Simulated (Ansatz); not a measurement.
# Fields on a plane of InSb (zinc blende)

```yaml
crystal:
  lattice:
    - [0.00000, 3.25957, 3.25957]
    - [3.25957, 0.00000, 3.25957]
    - [3.25957, 3.25957, 0.00000]
  atoms:
    - { symbol: Sb, position: [0.75000, 0.75000, 0.75000] }
    - { symbol: In, position: [0.00000, 0.00000, 0.00000] }
```

The slice is a {110} plane (indices of the conventional cell) through the point (0.000, 0.000, 0.000) (fractional), spanned by u = [100] and v = [1 -1 -1] in vectors of this cell: u (4.61 Å) and v (6.52 Å, at 90° to u). It covers one period; positions are fractions (u, v).

Atoms on it: Sb at (0.50, 0.25); In at (0.00, 0.00).

These are PBEsol (plane waves to 420 eV, PAW, scalar-relativistic; Ansatz, a quantum-chemistry and plane-wave program) values and carry that method's errors. k mesh 12×12×12. Inside the PAW spheres the values are not all-electron values, and peaks at nuclei hang on which shells count as valence. At this level the bands of InSb touch or barely overlap; measurements give the solid a gap. InSb was relaxed with its symmetry unable to fall. Spin-orbit coupling is left out, though Sb is heavy.

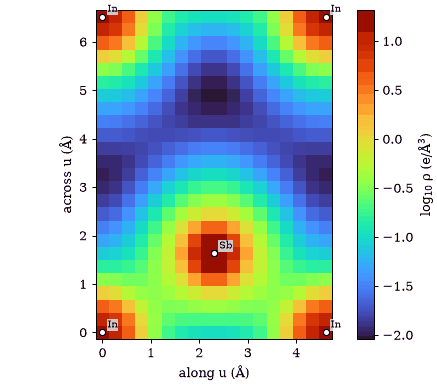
*Log₁₀ of the valence density in e/Å³, one period of the plane, atoms marked. The scale is logarithmic, as a density can span decades between atoms and voids.*

```
|xxxx::==--======----======--==::xx|
|..::--==----::::....::::----==--::|
|--====------..        ..------====|
|----------::..        ..::--------|
|--------::..            ..::------|
|----::::..                ..::::--|
|........                    ......|
|                                  |
|                                  |
|              ........            |
|          ..::--------::..        |
|        ..--==********==--..      |
|      ..--++##%%%%%%%%##++--..    |
|    ..--++####********####++--..  |
|    ::++####**++====++**####++::  |
|  ..--**##**++--....--++**##**--..|
|..::++####++--xxxxxxxx--++####++::|
|--==**%%%%++--xxxxxxxx--++%%%%**==|
|--==**@@@@**--xxxxxxxx--**@@@@**==|
|----==##@@##++--....--++##@@##==--|
|------==%%@@**++====++**@@%%==----|
|..::----++@@@@##****##@@@@++----::|
|xxxx..----**@@@@%%%%@@@@**----..xx|
|xxxx..----==**##****##**==----..xx|
```
Scale: ten equal steps from 0.01 (start of ' ') to 0.66 (end of '@'), in the order ' .:-=+*#%@'. Values: electron localisation function (ELF). The map has 17 points along u (two characters each, u = 0 at the left) and 24 along v (v = 0 in the bottom row). Points within 0.5 Å of a nucleus are blanked (x), as the pseudised field means little there.

The density on the Sb–In line (2.82 Å) at its density minimum, 1.5 Å from Sb is 0.35 e/Å³ and the ELF at that point comes out as 0.53. ELF maximum in the middle third of the Sb–In line: 0.64, 1.3 Å from Sb.
